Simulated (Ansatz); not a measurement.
# CH₆AlFGe (SMILES [F][AlH][CH2][GeH3]): what the fields show

The calculation's input:

```
crystal:
  periodic: [false, false, false]
  atoms:
    - {symbol: F, position_ang: [-1.305600, 0.169180, 2.571906]}
    - {symbol: Al, position_ang: [-1.479717, 0.408835, 0.945715]}
    - {symbol: C, position_ang: [0.102250, 0.800650, -0.090534]}
    - {symbol: Ge, position_ang: [1.074807, -0.788189, -0.701711]}
    - {symbol: H, position_ang: [-2.940477, 0.269649, 0.366802]}
    - {symbol: H, position_ang: [-0.169275, 1.372361, -0.983853]}
    - {symbol: H, position_ang: [0.806531, 1.399596, 0.494935]}
    - {symbol: H, position_ang: [0.126772, -1.714870, -1.488822]}
    - {symbol: H, position_ang: [1.619656, -1.569410, 0.506854]}
    - {symbol: H, position_ang: [2.248152, -0.399003, -1.618293]}
basis:
  gaussian: {orbitals: def2-TZVPP}
hamiltonian: {xc: pbe0, dispersion: d4}
output: {orbitals: {seedname: orbitals}}
```

Launched as:

```sh
ansatz run in.yaml --threads 4 --pin off --events-out ev --progress --plain --max-ram 10444MiB
```

Geometry: PBE0-D4/def2-TZVP.

Level of theory: RKS PBE0-D4/def2-TZVPP in Ansatz 0.2.0.

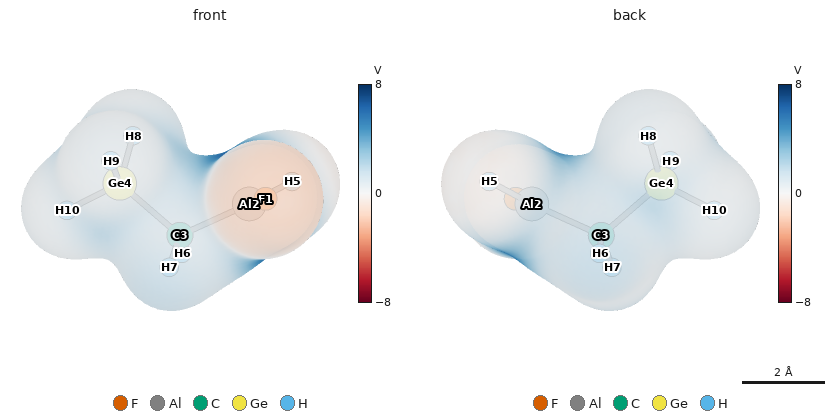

Figure 1. The electrostatic potential painted on the density surface at 0.004 e/bohr³, seen from the front and from behind; the colour scale runs from red (negative) to blue (positive).

> Where is the surface potential most negative and most positive?

The most negative region (about −1.4 V) lies over F1, the most positive (about +6.1 V) over Al2.

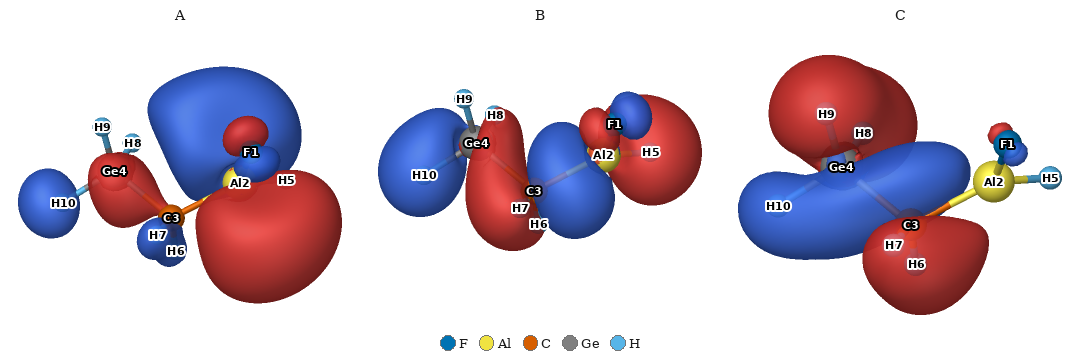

Figure 2. Three frontier orbitals at ±0.06 Å⁻³ᐟ² (blue and red are the two phases), in no order.

> Which picture is the HOMO−1, the HOMO and the LUMO?

C is the HOMO−1 (−9.25 eV). By Hirshfeld shares it lies mainly on Ge4 (about 35 %), C3 (about 30 %), H8 (about 10 %) and H9 (about 10 %). B is the HOMO (−8.20 eV). It lies mainly on C3 (about 35 %), Al2 (about 20 %), H5 (about 15 %), Ge4 (about 10 %) and H10 (about 10 %). A is the LUMO (−1.02 eV). By Hirshfeld shares it lies mainly on Al2 (about 65 %), Ge4 (about 10 %) and H5 (about 5 %).

> What is the HOMO–LUMO gap?

7.18 eV between the orbital energies.

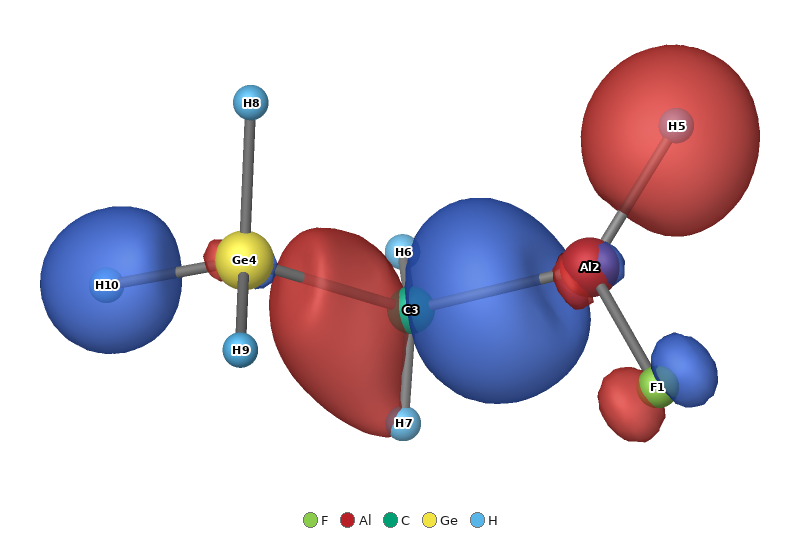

Figure 3. The HOMO at ±0.15 Å⁻³ᐟ² (blue and red are the two phases), seen from one side.

> Where does this orbital lie, and at what energy?

Its weight (Hirshfeld) is mainly on C3 (about 35 %), Al2 (about 20 %), H5 (about 15 %), Ge4 (about 10 %) and H10 (about 10 %). Its energy is −8.20 eV.
